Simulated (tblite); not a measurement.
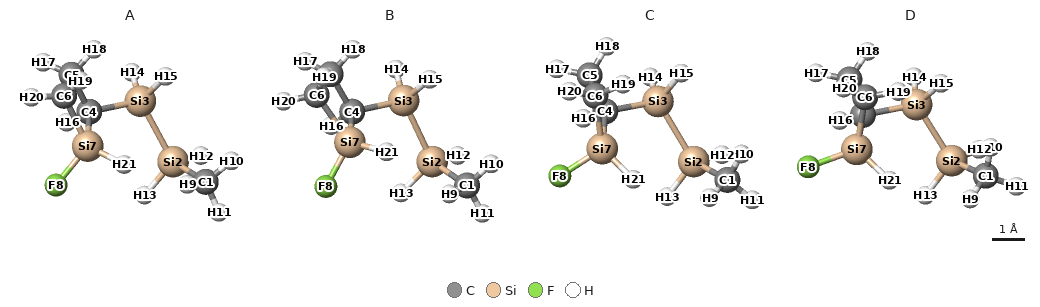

4 geometries from one relaxation of C4H13FSi3, in shuffled order. A ball-and-stick model, seen from a free direction.

Method: tblite, GFN2-xTB geometry optimisation, gas phase. 

Order the frames from highest to lowest energy.

D, C, A, B. They are steps 0, 48, 91, 163, at +20.3 kcal/mol, +1.56 kcal/mol, +0.55 kcal/mol relative to the last. The largest move after the best rigid fit is that of H19, 1.97 Å. Largest moves by element: H 1.97 Å, F 1.37 Å, C 0.92 Å, Si 0.64 Å. Near-neighbour distances that change, for instance: Si2–Si3 2.220 → 2.311 Å, Si7–F8 1.689 → 1.622 Å, Si3–C4 1.841 → 1.901 Å, C4–Si7 1.857 → 1.906 Å. Bond angles that change, for instance: F8–Si7–H21 114.3° → 102.9°, Si3–C4–H16 117.3° → 108.1°, Si3–C4–C5 108.0° → 116.4°. Groups turn about C4–C5 by about 40°, C5–C6 by about 40°, C4–Si7 by about 35°. After 163 geometry steps the energy has fallen by 20.3 kcal/mol.
